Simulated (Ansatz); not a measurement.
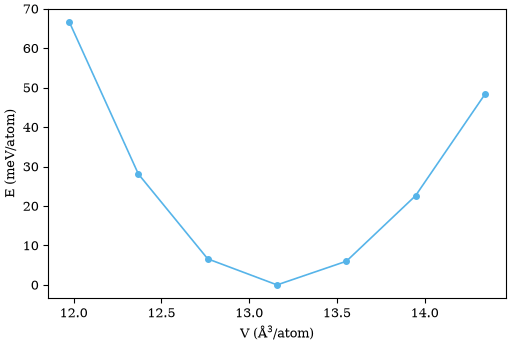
YCo5 in space group P6/mmm (No. 191; Y on 1a, Co on 2c, Co on 3g) under volume change, the program Ansatz at the PBEsol level (PAW), shape and atoms relaxed at each volume.

**Question.** What does a third-order Birch–Murnaghan fit give for V₀, B₀ and B′?

**Answer.** V₀ = 13.16 Å³/atom, B₀ = 169 GPa, B′ = 4.3.

The workflow started from a Materials Project entry (that database holds measured and hypothetical structures alike); the Crystallography Open Database files this formula in space group No. 191, but the cells were not matched. Its standing as an ambient phase is unchecked. The cell was relaxed with PBEsol under the symmetry of its start, as lowered by the spin order; its stability against distortions is not shown here. Magnetic state: ferrimagnetic, chosen from 4 collinear starts compared on coarse meshes (ties went to the first, and starts can fall back to one state), not a proven ground state.

Potentials: the later of the program's two PAW sets.
